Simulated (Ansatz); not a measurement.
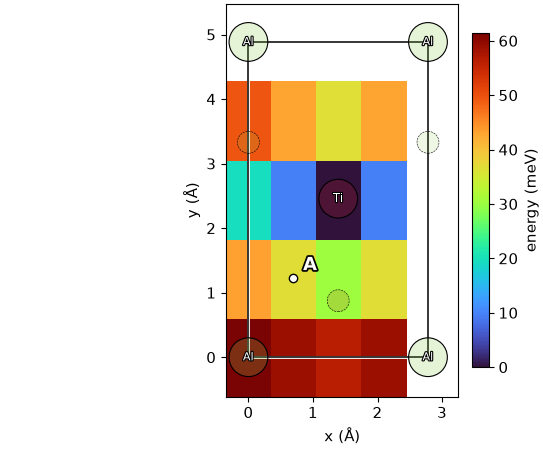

N₂ on a TiAl(101) slab cut from the P4/mmm phase, its upper half relaxed before the scan (12 atoms of substrate and one adsorbate in a 2 × 1 cell). N2 is moved over the surface cell at a fixed height above a rigid substrate; the origin of the map has the adsorbate above Al11; the height is held at 3.60 Å. Places are given modulo a cell vector. The map is drawn in real space over the plane of the surface. The grid has 4 × 4 points; 12 points were computed and 4 follow by symmetry. Places are given in fractions of the 1 × 1 surface cell. All energies are given in meV relative to the lowest grid point. At a fixed height the lowest place need not be the adsorption site. Theory: DFT PBE+D3(BJ), scalar-relativistic, plane waves, PAW in Ansatz. Settings: cutoff 420 eV, k-mesh 5×6×1, gaussian smearing 0.1 eV, no spin polarisation.

Drawn: one coloured cell a grid point, labelled circles for the atoms of the top layer and small ones for the second layer, the outline of one cell of the plane, the point A.

### Which way does the force act at A, and how strong is it?

A, at (1/4, 1/4) of the cell vectors, is not a stationary point. The computed force is 0.034 eV/Å in the plane, pointing up and right in the picture (components 0.015 and 0.031 eV/Å).

PAW datasets: the set soft_1.
